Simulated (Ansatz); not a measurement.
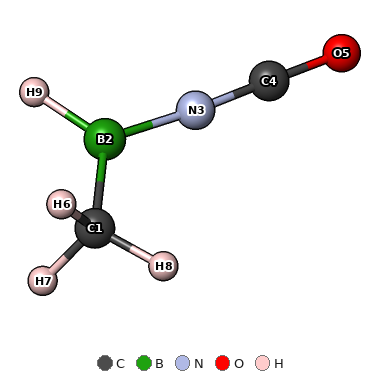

The system is C₂H₄BNO (SMILES CBN=C=O) with the probe H; the picture shows it without the atoms that are moved over the map. The probe is moved over a plane parallel to the molecule's main plane, 3.38 Å above it. Coordinates scanned: (1) x of the probe's H atom; (2) y of the probe's H atom. Nothing is relaxed (molecule and probe rigid). Grid: 17 × 11 points. Energies are in meV, from molecule and probe far apart, each relaxed in its own basis (no counterpoise correction). Computed with UKS B3LYP-D4/def2-SVP (Ansatz 0.2.0).

Range: x of the probe's H atom from −4.56 to 4.56 Å; y of the probe's H atom from −2.85 to 2.85 Å.

Question: What landscape does the calculation give?

Answer: The lowest grid point is at x of the probe's H atom = 1.14 Å, y of the probe's H atom = −0.57 Å [nearest 1 B at 3.38 Å and 1 H at 3.31 Å], −19.6 meV from molecule and probe far apart, each relaxed in its own basis (no counterpoise correction). It is the only kind of minimum in the scanned range. The highest grid point, x of the probe's H atom = −4.56 Å, y of the probe's H atom = −2.85 Å, lies 16.3 meV above the lowest. Near the minimum the curvatures are about 0.0038 and 0.0063 eV/Å² along the soft and the stiff direction.

| y of the probe's H atom ↓, x of the probe's H atom → | −4.56 | −3.42 | −2.28 | −1.14 | 0.00 | 1.14 | 2.28 | 3.42 | 4.56 |
| --- | --- | --- | --- | --- | --- | --- | --- | --- | --- |
| 2.85 | −3.5 | −4.6 | −5.7 | −6.2 | −6.6 | −7.0 | −7.1 | −6.2 | −4.4 |
| 2.28 | −4.0 | −6.0 | −7.7 | −8.3 | −9.0 | −9.4 | −9.5 | −8.5 | −5.9 |
| 1.71 | −4.7 | −7.9 | −10.2 | −11.0 | −12.0 | −12.4 | −11.7 | −10.6 | −7.7 |
| 1.14 | −5.5 | −9.7 | −12.4 | −13.6 | −15.1 | −15.4 | −12.9 | −11.9 | −9.3 |
| 0.57 | −6.0 | −10.9 | −13.7 | −15.3 | −17.5 | −17.7 | −13.5 | −12.6 | −10.4 |
| 0.00 | −6.0 | −11.1 | −13.9 | −16.1 | −18.5 | −19.2 | −14.7 | −13.1 | −10.4 |
| −0.57 | −5.6 | −10.3 | −13.2 | −15.7 | −18.2 | −19.6 | −16.0 | −13.3 | −9.5 |
| −1.14 | −5.0 | −8.6 | −11.5 | −14.4 | −16.9 | −18.2 | −15.7 | −12.1 | −7.9 |
| −1.71 | −4.3 | −6.8 | −9.3 | −12.0 | −14.2 | −15.2 | −13.4 | −9.8 | −6.1 |
| −2.28 | −3.8 | −5.3 | −7.1 | −9.2 | −11.0 | −11.7 | −10.3 | −7.3 | −4.7 |
| −2.85 | −3.3 | −4.2 | −5.4 | −6.8 | −8.0 | −8.6 | −7.5 | −5.4 | −3.7 |

The table holds every second grid line.

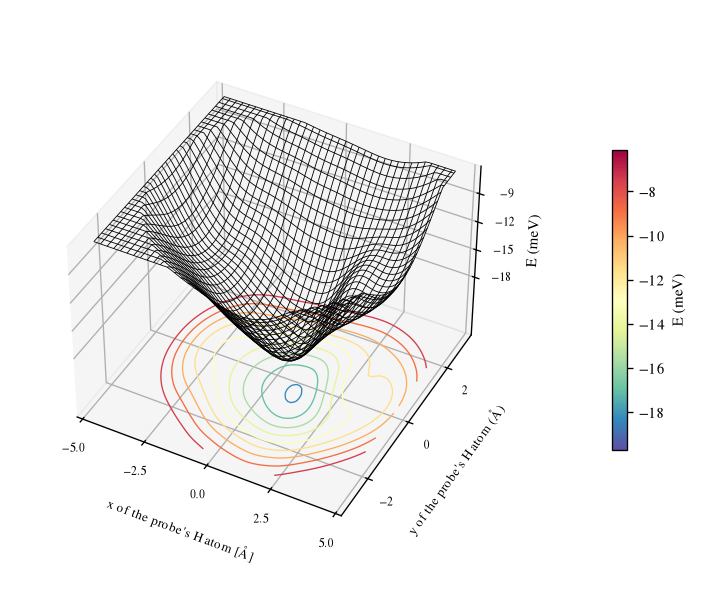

Drawn: a relief with its contours projected below, any walls above the top of the colour scale cut off. Between grid points the surface is interpolated.

Time for the 187 points that were run: 11 min on 1 thread of Intel(R) Xeon(R) 6975P-C (Granite Rapids), with other jobs on the host.
